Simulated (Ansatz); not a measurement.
The calculation's input:

```
crystal:
  periodic: [false, false, false]
  atoms:
    - { symbol: B, position_ang: [-0.6521, 1.2757, -0.4429] }
    - { symbol: C, position_ang: [-0.6169, -0.2623, -0.3144] }
    - { symbol: Si, position_ang: [0.8539, -0.7166, 0.6876] }
    - { symbol: Br, position_ang: [-0.4034, -1.069, -2.065] }
    - { symbol: H, position_ang: [-0.6667, 1.8295, -1.535] }
    - { symbol: H, position_ang: [-0.8182, 2.0089, 0.5085] }
    - { symbol: H, position_ang: [-1.4994, -0.6306, 0.198] }
    - { symbol: H, position_ang: [0.9942, -2.1635, 0.8302] }
    - { symbol: H, position_ang: [0.7862, -0.0933, 2.0786] }
    - { symbol: H, position_ang: [2.1055, -0.23, 0.0573] }
basis:
  gaussian:
    orbitals: "6-31G*"
hamiltonian:
  xc: cam_b3lyp
output:
  orbitals: {}
```

Command:

```sh
python energy.py
```

Theory: Ansatz 0.2.0, SCF cam_b3lyp, Gaussian basis.

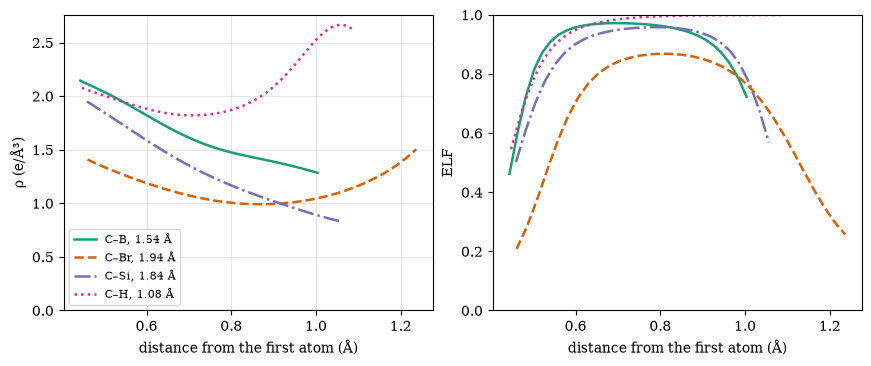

CH$_{6}$BBrSi (SMILES BC([SiH3])Br). Electron density and electron localisation function along straight lines between neighbouring atoms. The curves leave out the atomic cores.

Compare the contacts.

C–B (1.54 Å): the density is about 1.5 e/Å³ at the midpoint; the ELF peaks at about 1 between the atoms, as expected for a shared electron pair.
C–Br (1.94 Å): ρ at the midpoint is about 1 e/Å³; the ELF peaks at about 0.85 between the atoms: localised, covalent bonding.
C–Si (1.84 Å): the density is about 1 e/Å³ at the midpoint; the ELF peaks at about 0.95 between the atoms, as expected for localised, covalent bonding.
C–H (1.08 Å): ρ is about 2 e/Å³ halfway; the ELF climbs to about 1 towards the hydrogen, as it does in any bond to H (a covalent bond by its length).
